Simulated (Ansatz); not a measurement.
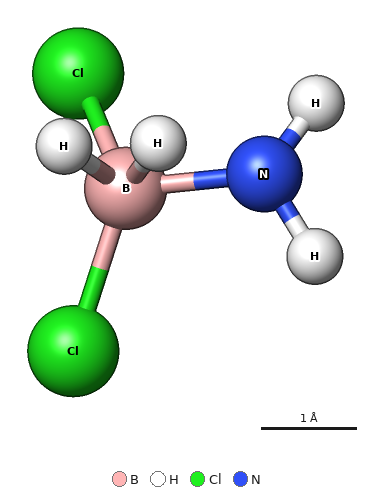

The structure as given in the input (ball-and-stick view, seen at a tilt).

**BNH4Cl2: molecular dynamics (part 1 of 3)**

- system: BNH4Cl2
- method: RKS PBE/def2-SVP (Ansatz 0.2.0)

It belongs to a series of runs on one base structure; here: dynamics from the highest image of the converged band.

The input:
```yaml
crystal:
  periodic: [false, false, false]
  atoms:
    - { symbol: B, position_ang: [0.044991, -0.40645, 0.086235] }
    - { symbol: H, position_ang: [-0.191122, 0.328517, 1.267981] }
    - { symbol: Cl, position_ang: [1.656822, 0.191785, -0.481601] }
    - { symbol: Cl, position_ang: [-1.410472, -0.073071, -0.936325] }
    - { symbol: "N", position_ang: [0.071706, -1.821067, 0.714761] }
    - { symbol: H, position_ang: [-0.693141, -2.449132, 0.451941] }
    - { symbol: H, position_ang: [0.983235, -2.287862, 0.727537] }
    - { symbol: H, position_ang: [-0.146218, -0.646317, 1.496874] }
basis:
  gaussian: { orbitals: def2-SVP }
hamiltonian:
  xc: pbe
md:
  timestep: 0.5
  n_steps: 200
  ensemble: nve
  temperature: 300.0
  initial_velocities: maxwell_boltzmann
  seed: 3709
```

Launch command:
```bash
ansatz run input.yaml --threads 2 --pin off --max-ram 3072MiB --backend cpu --events-out ev --progress --plain --runs-dir out
```

The program's output:
```
Engine: ansatz 0.2.0, aarch64-unknown-linux-gnu
Functional definition: PBE
  parameter kappa = 0.804
  parameter beta = 0.06672455060314922
  exchange = pbe_x(kappa = kappa, mu = beta*pi^2/3)
  correlation = pbe_c(beta = beta)
948 factors; their error is unknown
mean field evaluation 1: about -27249.0809 eV, gradient 5.5e1 eV
mean field evaluation 2: about -27228.9022 eV, gradient 1.0e2 eV
mean field evaluation 4: about -27255.3315 eV, gradient 4.2e0 eV
mean field evaluation 8: about -27255.3318 eV, gradient 1.9e-1 eV
mean field evaluation 16: about -27255.3319 eV, gradient 3.8e-5 eV
mean field -27255.33191531 eV, -1001.6149735601 hartree, gradient 3.8e-5 eV, S^2 0.000000; 0 other end points of the search recorded, 0 dependent functions left out
the calculation of the forces begins
reference -27255.33194314 eV, -1001.6149745829 hartree; 25, 25 occupied and 59, 59 virtual orbitals, 948 factors
md step     0: t =     0.00 fs  T =   300.0 K  F+E_penalty+E_count = -27255.33191531 eV  E_kin = 0.232668 eV  conserved = -27255.09924731 eV  (27 SCF iters)
these checks for a lower state are left out or cut short: starts, cluster_reference, orbital_swaps, neighbouring_geometries, increment
948 factors; their error is unknown
mean field -27255.32726790 eV, -1001.6148027709 hartree, gradient 1.0e-5 eV, S^2 0.000000; 0 other end points of the search recorded, 0 dependent functions left out
the calculation of the forces begins
reference -27255.32729565 eV, -1001.6148037907 hartree; 25, 25 occupied and 59, 59 virtual orbitals, 948 factors
md step     1: t =     0.50 fs  T =   294.1 K  F+E_penalty+E_count = -27255.32726790 eV  E_kin = 0.228098 eV  conserved = -27255.09917027 eV  (30 SCF iters)
[... from here on the SCF iterations and repeated set-up lines of each step are left out, up to the last step ...]
md step     2: t =     1.00 fs  T =   278.3 K  F+E_penalty+E_count = -27255.31479878 eV  E_kin = 0.215869 eV  conserved = -27255.09892954 eV  (30 SCF iters)
md step     3: t =     1.50 fs  T =   257.5 K  F+E_penalty+E_count = -27255.29829661 eV  E_kin = 0.199672 eV  conserved = -27255.09862445 eV  (30 SCF iters)
md step     4: t =     2.00 fs  T =   237.4 K  F+E_penalty+E_count = -27255.28248982 eV  E_kin = 0.184089 eV  conserved = -27255.09840069 eV  (31 SCF iters)
md step     5: t =     2.50 fs  T =   222.4 K  F+E_penalty+E_count = -27255.27083462 eV  E_kin = 0.172471 eV  conserved = -27255.09836356 eV  (31 SCF iters)
md step     6: t =     3.00 fs  T =   213.3 K  F+E_penalty+E_count = -27255.26393066 eV  E_kin = 0.165423 eV  conserved = -27255.09850808 eV  (31 SCF iters)
md step     7: t =     3.50 fs  T =   207.4 K  F+E_penalty+E_count = -27255.25958437 eV  E_kin = 0.160856 eV  conserved = -27255.09872828 eV  (31 SCF iters)
md step     8: t =     4.00 fs  T =   200.5 K  F+E_penalty+E_count = -27255.25438932 eV  E_kin = 0.155494 eV  conserved = -27255.09889526 eV  (31 SCF iters)
md step     9: t =     4.50 fs  T =   189.2 K  F+E_penalty+E_count = -27255.24569171 eV  E_kin = 0.146759 eV  conserved = -27255.09893225 eV  (30 SCF iters)
md step    10: t =     5.00 fs  T =   172.7 K  F+E_penalty+E_count = -27255.23281130 eV  E_kin = 0.133973 eV  conserved = -27255.09883797 eV  (31 SCF iters)
md step    11: t =     5.50 fs  T =   152.7 K  F+E_penalty+E_count = -27255.21712438 eV  E_kin = 0.118461 eV  conserved = -27255.09866388 eV  (30 SCF iters)
md step    12: t =     6.00 fs  T =   132.6 K  F+E_penalty+E_count = -27255.20129757 eV  E_kin = 0.102817 eV  conserved = -27255.09848071 eV  (30 SCF iters)
md step    13: t =     6.50 fs  T =   115.8 K  F+E_penalty+E_count = -27255.18818188 eV  E_kin = 0.089830 eV  conserved = -27255.09835229 eV  (30 SCF iters)
md step    14: t =     7.00 fs  T =   105.0 K  F+E_penalty+E_count = -27255.17979100 eV  E_kin = 0.081471 eV  conserved = -27255.09831999 eV  (31 SCF iters)
md step    15: t =     7.50 fs  T =   100.9 K  F+E_penalty+E_count = -27255.17663145 eV  E_kin = 0.078237 eV  conserved = -27255.09839446 eV  (31 SCF iters)
md step    16: t =     8.00 fs  T =   101.8 K  F+E_penalty+E_count = -27255.17752949 eV  E_kin = 0.078976 eV  conserved = -27255.09855322 eV  (30 SCF iters)
md step    17: t =     8.50 fs  T =   104.8 K  F+E_penalty+E_count = -27255.17999663 eV  E_kin = 0.081252 eV  conserved = -27255.09874428 eV  (28 SCF iters)
md step    18: t =     9.00 fs  T =   106.0 K  F+E_penalty+E_count = -27255.18106927 eV  E_kin = 0.082173 eV  conserved = -27255.09889657 eV  (30 SCF iters)
md step    19: t =     9.50 fs  T =   102.5 K  F+E_penalty+E_count = -27255.17844152 eV  E_kin = 0.079503 eV  conserved = -27255.09893861 eV  (31 SCF iters)
md step    20: t =    10.00 fs  T =    93.8 K  F+E_penalty+E_count = -27255.17157138 eV  E_kin = 0.072742 eV  conserved = -27255.09882889 eV  (31 SCF iters)
md step    21: t =    10.50 fs  T =    82.1 K  F+E_penalty+E_count = -27255.16228516 eV  E_kin = 0.063696 eV  conserved = -27255.09858886 eV  (31 SCF iters)
md step    22: t =    11.00 fs  T =    72.3 K  F+E_penalty+E_count = -27255.15438663 eV  E_kin = 0.056071 eV  conserved = -27255.09831594 eV  (31 SCF iters)
md step    23: t =    11.50 fs  T =    69.6 K  F+E_penalty+E_count = -27255.15212164 eV  E_kin = 0.053974 eV  conserved = -27255.09814714 eV  (31 SCF iters)
md step    24: t =    12.00 fs  T =    77.3 K  F+E_penalty+E_count = -27255.15809372 eV  E_kin = 0.059917 eV  conserved = -27255.09817700 eV  (31 SCF iters)
md step    25: t =    12.50 fs  T =    94.7 K  F+E_penalty+E_count = -27255.17184827 eV  E_kin = 0.073457 eV  conserved = -27255.09839114 eV  (31 SCF iters)
md step    26: t =    13.00 fs  T =   117.9 K  F+E_penalty+E_count = -27255.19009134 eV  E_kin = 0.091416 eV  conserved = -27255.09867564 eV  (30 SCF iters)
md step    27: t =    13.50 fs  T =   141.2 K  F+E_penalty+E_count = -27255.20840354 eV  E_kin = 0.109509 eV  conserved = -27255.09889432 eV  (29 SCF iters)
md step    28: t =    14.00 fs  T =   160.4 K  F+E_penalty+E_count = -27255.22332740 eV  E_kin = 0.124363 eV  conserved = -27255.09896408 eV  (30 SCF iters)
md step    29: t =    14.50 fs  T =   173.8 K  F+E_penalty+E_count = -27255.23369060 eV  E_kin = 0.134811 eV  conserved = -27255.09887964 eV  (30 SCF iters)
md step    30: t =    15.00 fs  T =   183.2 K  F+E_penalty+E_count = -27255.24074220 eV  E_kin = 0.142048 eV  conserved = -27255.09869387 eV  (30 SCF iters)
md step    31: t =    15.50 fs  T =   192.0 K  F+E_penalty+E_count = -27255.24735995 eV  E_kin = 0.148877 eV  conserved = -27255.09848335 eV  (30 SCF iters)
md step    32: t =    16.00 fs  T =   204.4 K  F+E_penalty+E_count = -27255.25684529 eV  E_kin = 0.158525 eV  conserved = -27255.09832048 eV  (30 SCF iters)
md step    33: t =    16.50 fs  T =   223.7 K  F+E_penalty+E_count = -27255.27175959 eV  E_kin = 0.173503 eV  conserved = -27255.09825620 eV  (30 SCF iters)
md step    34: t =    17.00 fs  T =   251.2 K  F+E_penalty+E_count = -27255.29310392 eV  E_kin = 0.194795 eV  conserved = -27255.09830922 eV  (30 SCF iters)
md step    35: t =    17.50 fs  T =   285.7 K  F+E_penalty+E_count = -27255.32001993 eV  E_kin = 0.221558 eV  conserved = -27255.09846242 eV  (30 SCF iters)
md step    36: t =    18.00 fs  T =   324.2 K  F+E_penalty+E_count = -27255.35007913 eV  E_kin = 0.251416 eV  conserved = -27255.09866352 eV  (28 SCF iters)
md step    37: t =    18.50 fs  T =   362.7 K  F+E_penalty+E_count = -27255.38013129 eV  E_kin = 0.281296 eV  conserved = -27255.09883484 eV  (30 SCF iters)
md step    38: t =    19.00 fs  T =   398.0 K  F+E_penalty+E_count = -27255.40754287 eV  E_kin = 0.308648 eV  conserved = -27255.09889445 eV  (30 SCF iters)
md step    39: t =    19.50 fs  T =   429.0 K  F+E_penalty+E_count = -27255.43146902 eV  E_kin = 0.332678 eV  conserved = -27255.09879084 eV  (30 SCF iters)
md step    40: t =    20.00 fs  T =   457.8 K  F+E_penalty+E_count = -27255.45360398 eV  E_kin = 0.355061 eV  conserved = -27255.09854332 eV  (30 SCF iters)
md step    41: t =    20.50 fs  T =   489.4 K  F+E_penalty+E_count = -27255.47782844 eV  E_kin = 0.379572 eV  conserved = -27255.09825613 eV  (30 SCF iters)
md step    42: t =    21.00 fs  T =   529.3 K  F+E_penalty+E_count = -27255.50858926 eV  E_kin = 0.410512 eV  conserved = -27255.09807707 eV  (29 SCF iters)
md step    43: t =    21.50 fs  T =   580.9 K  F+E_penalty+E_count = -27255.54866693 eV  E_kin = 0.450556 eV  conserved = -27255.09811114 eV  (29 SCF iters)
md step    44: t =    22.00 fs  T =   643.7 K  F+E_penalty+E_count = -27255.59761440 eV  E_kin = 0.499261 eV  conserved = -27255.09835291 eV  (28 SCF iters)
md step    45: t =    22.50 fs  T =   713.2 K  F+E_penalty+E_count = -27255.65185118 eV  E_kin = 0.553155 eV  conserved = -27255.09869618 eV  (28 SCF iters)
md step    46: t =    23.00 fs  T =   783.0 K  F+E_penalty+E_count = -27255.70627943 eV  E_kin = 0.607275 eV  conserved = -27255.09900441 eV  (28 SCF iters)
md step    47: t =    23.50 fs  T =   847.4 K  F+E_penalty+E_count = -27255.75639576 eV  E_kin = 0.657221 eV  conserved = -27255.09917474 eV  (28 SCF iters)
md step    48: t =    24.00 fs  T =   903.6 K  F+E_penalty+E_count = -27255.79992279 eV  E_kin = 0.700765 eV  conserved = -27255.09915799 eV  (28 SCF iters)
md step    49: t =    24.50 fs  T =   952.4 K  F+E_penalty+E_count = -27255.83757248 eV  E_kin = 0.738611 eV  conserved = -27255.09896159 eV  (28 SCF iters)
md step    50: t =    25.00 fs  T =   998.2 K  F+E_penalty+E_count = -27255.87285361 eV  E_kin = 0.774193 eV  conserved = -27255.09866080 eV  (28 SCF iters)
md step    51: t =    25.50 fs  T =  1047.5 K  F+E_penalty+E_count = -27255.91076817 eV  E_kin = 0.812363 eV  conserved = -27255.09840490 eV  (28 SCF iters)
md step    52: t =    26.00 fs  T =  1105.1 K  F+E_penalty+E_count = -27255.95544475 eV  E_kin = 0.857088 eV  conserved = -27255.09835656 eV  (28 SCF iters)
md step    53: t =    26.50 fs  T =  1172.2 K  F+E_penalty+E_count = -27256.00768876 eV  E_kin = 0.909116 eV  conserved = -27255.09857303 eV  (28 SCF iters)
md step    54: t =    27.00 fs  T =  1244.5 K  F+E_penalty+E_count = -27256.06416335 eV  E_kin = 0.965216 eV  conserved = -27255.09894714 eV  (29 SCF iters)
md step    55: t =    27.50 fs  T =  1314.9 K  F+E_penalty+E_count = -27256.11905431 eV  E_kin = 1.019779 eV  conserved = -27255.09927580 eV  (29 SCF iters)
md step    56: t =    28.00 fs  T =  1376.8 K  F+E_penalty+E_count = -27256.16717640 eV  E_kin = 1.067781 eV  conserved = -27255.09939556 eV  (27 SCF iters)
md step    57: t =    28.50 fs  T =  1427.7 K  F+E_penalty+E_count = -27256.20654839 eV  E_kin = 1.107293 eV  conserved = -27255.09925532 eV  (28 SCF iters)
md step    58: t =    29.00 fs  T =  1470.3 K  F+E_penalty+E_count = -27256.23925037 eV  E_kin = 1.140336 eV  conserved = -27255.09891455 eV  (28 SCF iters)
md step    59: t =    29.50 fs  T =  1511.1 K  F+E_penalty+E_count = -27256.27049332 eV  E_kin = 1.171977 eV  conserved = -27255.09851653 eV  (28 SCF iters)
md step    60: t =    30.00 fs  T =  1557.7 K  F+E_penalty+E_count = -27256.30634480 eV  E_kin = 1.208099 eV  conserved = -27255.09824574 eV  (28 SCF iters)
md step    61: t =    30.50 fs  T =  1615.1 K  F+E_penalty+E_count = -27256.35085370 eV  E_kin = 1.252601 eV  conserved = -27255.09825222 eV  (28 SCF iters)
md step    62: t =    31.00 fs  T =  1683.0 K  F+E_penalty+E_count = -27256.40379731 eV  E_kin = 1.305242 eV  conserved = -27255.09855539 eV  (28 SCF iters)
md step    63: t =    31.50 fs  T =  1755.4 K  F+E_penalty+E_count = -27256.46045737 eV  E_kin = 1.361451 eV  conserved = -27255.09900615 eV  (28 SCF iters)
md step    64: t =    32.00 fs  T =  1823.9 K  F+E_penalty+E_count = -27256.51393298 eV  E_kin = 1.414573 eV  conserved = -27255.09935971 eV  (28 SCF iters)
md step    65: t =    32.50 fs  T =  1881.8 K  F+E_penalty+E_count = -27256.55884854 eV  E_kin = 1.459421 eV  conserved = -27255.09942766 eV  (28 SCF iters)
md step    66: t =    33.00 fs  T =  1927.6 K  F+E_penalty+E_count = -27256.59417665 eV  E_kin = 1.494972 eV  conserved = -27255.09920483 eV  (28 SCF iters)
md step    67: t =    33.50 fs  T =  1965.6 K  F+E_penalty+E_count = -27256.62328763 eV  E_kin = 1.524412 eV  conserved = -27255.09887569 eV  (28 SCF iters)
md step    68: t =    34.00 fs  T =  2001.8 K  F+E_penalty+E_count = -27256.65118291 eV  E_kin = 1.552512 eV  conserved = -27255.09867140 eV  (28 SCF iters)
md step    69: t =    34.50 fs  T =  2040.3 K  F+E_penalty+E_count = -27256.68103175 eV  E_kin = 1.582339 eV  conserved = -27255.09869240 eV  (28 SCF iters)
md step    70: t =    35.00 fs  T =  2080.8 K  F+E_penalty+E_count = -27256.71261317 eV  E_kin = 1.613751 eV  conserved = -27255.09886261 eV  (28 SCF iters)
md step    71: t =    35.50 fs  T =  2120.2 K  F+E_penalty+E_count = -27256.74335392 eV  E_kin = 1.644311 eV  conserved = -27255.09904336 eV  (28 SCF iters)
md step    72: t =    36.00 fs  T =  2154.9 K  F+E_penalty+E_count = -27256.77038862 eV  E_kin = 1.671236 eV  conserved = -27255.09915262 eV  (28 SCF iters)
md step    73: t =    36.50 fs  T =  2182.5 K  F+E_penalty+E_count = -27256.79187162 eV  E_kin = 1.692684 eV  conserved = -27255.09918732 eV  (28 SCF iters)
md step    74: t =    37.00 fs  T =  2202.2 K  F+E_penalty+E_count = -27256.80712750 eV  E_kin = 1.707953 eV  conserved = -27255.09917401 eV  (28 SCF iters)
md step    75: t =    37.50 fs  T =  2214.1 K  F+E_penalty+E_count = -27256.81626796 eV  E_kin = 1.717137 eV  conserved = -27255.09913103 eV  (28 SCF iters)
md step    76: t =    38.00 fs  T =  2218.8 K  F+E_penalty+E_count = -27256.81987936 eV  E_kin = 1.720817 eV  conserved = -27255.09906244 eV  (28 SCF iters)
md step    77: t =    38.50 fs  T =  2217.7 K  F+E_penalty+E_count = -27256.81892165 eV  E_kin = 1.719947 eV  conserved = -27255.09897418 eV  (27 SCF iters)
md step    78: t =    39.00 fs  T =  2212.3 K  F+E_penalty+E_count = -27256.81462243 eV  E_kin = 1.715733 eV  conserved = -27255.09888922 eV  (27 SCF iters)
md step    79: t =    39.50 fs  T =  2204.0 K  F+E_penalty+E_count = -27256.80816289 eV  E_kin = 1.709326 eV  conserved = -27255.09883668 eV  (28 SCF iters)
md step    80: t =    40.00 fs  T =  2193.9 K  F+E_penalty+E_count = -27256.80030040 eV  E_kin = 1.701477 eV  conserved = -27255.09882382 eV  (28 SCF iters)
md step    81: t =    40.50 fs  T =  2182.3 K  F+E_penalty+E_count = -27256.79129821 eV  E_kin = 1.692469 eV  conserved = -27255.09882962 eV  (28 SCF iters)
md step    82: t =    41.00 fs  T =  2169.2 K  F+E_penalty+E_count = -27256.78118807 eV  E_kin = 1.682341 eV  conserved = -27255.09884688 eV  (28 SCF iters)
md step    83: t =    41.50 fs  T =  2154.5 K  F+E_penalty+E_count = -27256.76981891 eV  E_kin = 1.670920 eV  conserved = -27255.09889926 eV  (28 SCF iters)
md step    84: t =    42.00 fs  T =  2137.2 K  F+E_penalty+E_count = -27256.75649520 eV  E_kin = 1.657504 eV  conserved = -27255.09899131 eV  (28 SCF iters)
md step    85: t =    42.50 fs  T =  2115.7 K  F+E_penalty+E_count = -27256.73994479 eV  E_kin = 1.640885 eV  conserved = -27255.09905960 eV  (28 SCF iters)
md step    86: t =    43.00 fs  T =  2089.1 K  F+E_penalty+E_count = -27256.71927450 eV  E_kin = 1.620257 eV  conserved = -27255.09901703 eV  (28 SCF iters)
md step    87: t =    43.50 fs  T =  2058.4 K  F+E_penalty+E_count = -27256.69525628 eV  E_kin = 1.596413 eV  conserved = -27255.09884366 eV  (28 SCF iters)
md step    88: t =    44.00 fs  T =  2027.0 K  F+E_penalty+E_count = -27256.67063318 eV  E_kin = 1.572022 eV  conserved = -27255.09861155 eV  (28 SCF iters)
md step    89: t =    44.50 fs  T =  1999.4 K  F+E_penalty+E_count = -27256.64905126 eV  E_kin = 1.550621 eV  conserved = -27255.09842978 eV  (28 SCF iters)
md step    90: t =    45.00 fs  T =  1979.2 K  F+E_penalty+E_count = -27256.63337953 eV  E_kin = 1.534998 eV  conserved = -27255.09838136 eV  (27 SCF iters)
md step    91: t =    45.50 fs  T =  1967.5 K  F+E_penalty+E_count = -27256.62438139 eV  E_kin = 1.525887 eV  conserved = -27255.09849438 eV  (28 SCF iters)
md step    92: t =    46.00 fs  T =  1961.8 K  F+E_penalty+E_count = -27256.62024788 eV  E_kin = 1.521510 eV  conserved = -27255.09873777 eV  (28 SCF iters)
md step    93: t =    46.50 fs  T =  1957.4 K  F+E_penalty+E_count = -27256.61709481 eV  E_kin = 1.518068 eV  conserved = -27255.09902721 eV  (28 SCF iters)
md step    94: t =    47.00 fs  T =  1948.4 K  F+E_penalty+E_count = -27256.61033245 eV  E_kin = 1.511094 eV  conserved = -27255.09923854 eV  (28 SCF iters)
md step    95: t =    47.50 fs  T =  1930.7 K  F+E_penalty+E_count = -27256.59664026 eV  E_kin = 1.497393 eV  conserved = -27255.09924766 eV  (28 SCF iters)
md step    96: t =    48.00 fs  T =  1904.2 K  F+E_penalty+E_count = -27256.57586548 eV  E_kin = 1.476858 eV  conserved = -27255.09900743 eV  (28 SCF iters)
md step    97: t =    48.50 fs  T =  1873.5 K  F+E_penalty+E_count = -27256.55165607 eV  E_kin = 1.453032 eV  conserved = -27255.09862451 eV  (26 SCF iters)
md step    98: t =    49.00 fs  T =  1845.6 K  F+E_penalty+E_count = -27256.52974766 eV  E_kin = 1.431403 eV  conserved = -27255.09834448 eV  (28 SCF iters)
md step    99: t =    49.50 fs  T =  1825.6 K  F+E_penalty+E_count = -27256.51427476 eV  E_kin = 1.415890 eV  conserved = -27255.09838457 eV  (28 SCF iters)
md step   100: t =    50.00 fs  T =  1812.7 K  F+E_penalty+E_count = -27256.50458101 eV  E_kin = 1.405838 eV  conserved = -27255.09874267 eV  (28 SCF iters)
md step   101: t =    50.50 fs  T =  1800.1 K  F+E_penalty+E_count = -27256.49526970 eV  E_kin = 1.396083 eV  conserved = -27255.09918623 eV  (28 SCF iters)
md step   102: t =    51.00 fs  T =  1779.6 K  F+E_penalty+E_count = -27256.47964800 eV  E_kin = 1.380209 eV  conserved = -27255.09943947 eV  (28 SCF iters)
md step   103: t =    51.50 fs  T =  1746.5 K  F+E_penalty+E_count = -27256.45385909 eV  E_kin = 1.354483 eV  conserved = -27255.09937632 eV  (28 SCF iters)
md step   104: t =    52.00 fs  T =  1701.7 K  F+E_penalty+E_count = -27256.41885909 eV  E_kin = 1.319798 eV  conserved = -27255.09906143 eV  (28 SCF iters)
md step   105: t =    52.50 fs  T =  1651.5 K  F+E_penalty+E_count = -27256.37951885 eV  E_kin = 1.280852 eV  conserved = -27255.09866669 eV  (28 SCF iters)
md step   106: t =    53.00 fs  T =  1603.5 K  F+E_penalty+E_count = -27256.34200573 eV  E_kin = 1.243640 eV  conserved = -27255.09836588 eV  (27 SCF iters)
md step   107: t =    53.50 fs  T =  1563.8 K  F+E_penalty+E_count = -27256.31106202 eV  E_kin = 1.212798 eV  conserved = -27255.09826424 eV  (27 SCF iters)
md step   108: t =    54.00 fs  T =  1534.3 K  F+E_penalty+E_count = -27256.28832138 eV  E_kin = 1.189948 eV  conserved = -27255.09837293 eV  (28 SCF iters)
```
